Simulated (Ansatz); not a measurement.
## Profile along the Tl–Hg line in TlHg (CsCl type)

TlHg (CsCl type), conventional cell a = b = c = 3.749 Å, α = β = γ = 90.00°. The calculation uses the primitive cell of 2 atoms, to which meshes and values per cell refer.

Fields along a shortest Tl–Hg line of a {110} plane (3.25 Å), from Tl to Hg, interpolated on the slice's grid (step about 0.2 Å). Computed with PBEsol (plane waves to 420 eV, PAW, scalar-relativistic; Ansatz, an electronic-structure program). k mesh 12×12×12. Near the nuclei the fields are pseudised (PAW); where an atom keeps semicore shells as valence, they peak there. Spin-orbit coupling is left out, though Hg and Tl are heavy. TlHg was relaxed with its symmetry unable to fall.

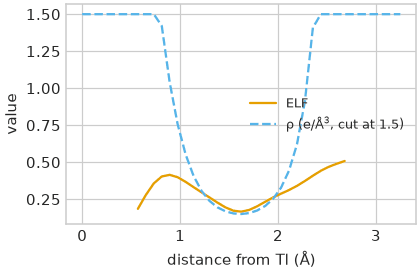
Figure. ELF (away from the nuclei) and valence density from Tl to Hg.

Density on the Tl–Hg line (3.25 Å) at its midpoint: 0.15 e/Å³. ELF at that point: 0.2.
